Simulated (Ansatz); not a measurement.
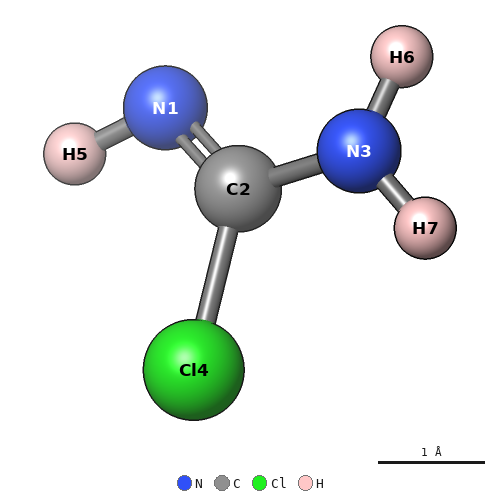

Orthographic view. Atoms fade into the background with distance from the viewer. Computed geometry: PBE-D4/def2-SVP optimisation. No frequency run is at hand to confirm it as a minimum.

Write a MOL file (V2000) with the atoms in numerical order, bonds sorted by atom number with the orders drawn, and coordinates in the frame of the picture: x right, y up, z towards the viewer, origin at the mean position.

```
CH3ClN2
                    3D

  7  6  0  0  0  0  0  0  0  0999 V2000
   -0.9500    0.6800   -0.8200 N   0  0  0  0  0  0  0  0  0  0  0  0
   -0.2600   -0.0900   -0.0800 C   0  0  0  0  0  0  0  0  0  0  0  0
    0.8900    0.2700    0.5700 N   0  0  0  0  0  0  0  0  0  0  0  0
   -0.6800   -1.8100    0.3000 Cl  0  0  0  0  0  0  0  0  0  0  0  0
   -1.8100    0.2400   -1.1600 H   0  0  0  0  0  0  0  0  0  0  0  0
    1.2900    1.1700    0.3000 H   0  0  0  0  0  0  0  0  0  0  0  0
    1.5200   -0.4600    0.8900 H   0  0  0  0  0  0  0  0  0  0  0  0
  1  2  2  0
  1  5  1  0
  2  3  1  0
  2  4  1  0
  3  6  1  0
  3  7  1  0
M  END
```
